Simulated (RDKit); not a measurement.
**Run report: CH3FOSi, geometry relaxation**

CH3FOSi, SMILES O=C[SiH2]F, computed with MMFF94 (RDKit 2026.09.1).

The geometry comes from this level: GFN2-xTB.

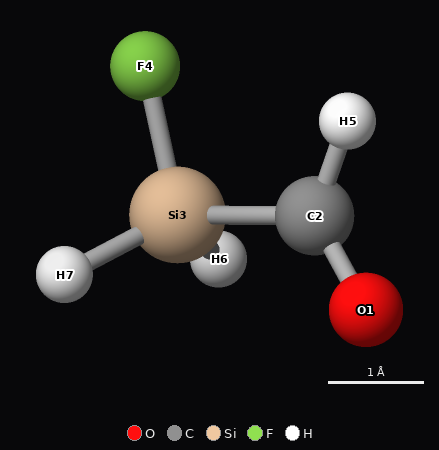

Figure 1. The input geometry (ball-and-stick view, seen at a tilt; atoms are numbered from 1 in the order of the input).

Input file (ff.py):
```python
# MMFF94 minimise with RDKit
import json
import numpy as np
from rdkit import Chem
from rdkit.Chem import AllChem

molecule = Chem.MolFromMolFile("mol.sdf", removeHs=False)
symbols = [a.GetSymbol() for a in molecule.GetAtoms()]
start = molecule.GetConformer().GetPositions().copy()

props = AllChem.MMFFGetMoleculeProperties(molecule, mmffVariant="MMFF94")
ff = AllChem.MMFFGetMoleculeForceField(molecule, props)
e0 = ff.CalcEnergy()
print(f"start   E = {e0:.5f} kcal/mol")
path, flag, n = [], 1, 0
while flag and n < 2000:
    flag = ff.Minimize(maxIts=50, forceTol=0.0001)
    n += 50
    path.append((n, ff.CalcEnergy(), molecule.GetConformer().GetPositions().tolist()))
    print(f"{n:5d}   E = {path[-1][1]:.5f} kcal/mol")
print("converged" if flag == 0 else "iteration limit reached")
final = molecule.GetConformer().GetPositions()
for a, p in zip(symbols, final):
    print(f"{a:<2} {p[0]:11.5f} {p[1]:11.5f} {p[2]:11.5f}")
print(f"energy gained {e0 - path[-1][1]:.4f} kcal/mol")
json.dump(dict(symbols=symbols, start=start.tolist(), start_energy=e0, energy=path[-1][1], final=final.tolist(), path=path, success=flag == 0), open("results.json", "w"))
```

File mol.sdf:
```

     RDKit          3D

  7  6  0  0  0  0  0  0  0  0999 V2000
    0.5980   -1.8481    0.8137 O   0  0  0  0  0  0  0  0  0  0  0  0
    0.1823   -1.1195   -0.0503 C   0  0  0  0  0  0  0  0  0  0  0  0
   -0.0910    0.7687    0.1457 Si  0  0  0  0  0  4  0  0  0  0  0  0
   -0.6116    1.2211   -1.3107 F   0  0  0  0  0  0  0  0  0  0  0  0
   -0.0682   -1.5515   -1.0460 H   0  0  0  0  0  0  0  0  0  0  0  0
   -1.1680    1.0588    1.0742 H   0  0  0  0  0  0  0  0  0  0  0  0
    1.1585    1.4707    0.3733 H   0  0  0  0  0  0  0  0  0  0  0  0
  2  1  2  0
  3  2  1  0
  4  3  1  0
  5  2  1  0
  6  3  1  0
  7  3  1  0
M  END
$$$$
```

Run as:
```bash
python ff.py
```

What the program printed:
```
start   E = 31.11011 kcal/mol
   50   E = 27.89747 kcal/mol
converged
O      0.57694    -1.79577     0.83354
C      0.16653    -1.12911    -0.10754
Si    -0.09606     0.71020     0.09555
F     -0.63473     1.30907    -1.29681
H     -0.06599    -1.55129    -1.09666
H     -1.10991     1.02729     1.13905
H      1.16322     1.42981     0.43276
energy gained 3.2126 kcal/mol
```

Key numbers:

```json
{"quantity": "outcome", "value": "converged"}
{"quantity": "total energy", "value": "0.044457 hartree"}
{"quantity": "hardware", "value": "1 thread of Arm Neoverse V2, 24 GiB of memory available, shared host"}
{"quantity": "peak memory", "value": "0.073 GiB"}
```
